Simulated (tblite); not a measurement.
C₉H₇: geometry relaxation (part 3 of 3)

Continued. System: C₉H₇, multiplicity 2. Method: GFN2-xTB geometry optimisation, gas phase (tblite 0.8.0). It belongs to a series of runs on one base structure; here: H removed from sp C.

Geometry of the input (Å):
```
C  -1.2211  -3.1007  -1.6084
C  -0.8721  -2.1956  -0.8779
C  -0.4149  -1.1584  0.0153
C  0.8214  -0.7536  -0.1546
C  2.0330  -0.3609  -0.2852
C  3.2568  0.0660  -0.4576
C  -1.2990  -0.5578  1.0195
C  -1.6652  0.7134  1.0019
C  -1.1521  1.5423  -0.1255
H  3.6723  0.2740  -1.4406
H  3.9258  0.2311  0.3973
H  -1.6808  -1.1684  1.8454
H  -2.3340  1.1326  1.7774
H  -0.3040  2.1810  0.2296
H  -1.9740  2.2344  -0.3885
H  -0.7997  0.9295  -0.9596
```

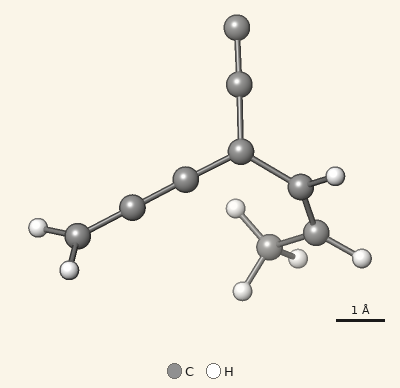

Fig. 1: The starting structure (ball-and-stick view, seen at a tilt).

Launched with:
```bash
OMP_NUM_THREADS=1 python <driver script> task.json out
```

## Key numbers

- outcome: converged
- total energy: −613.0946 eV
- hardware: 1 CPU thread, shared host
- wall time: 0.92 s
- peak memory: 0.18 GiB
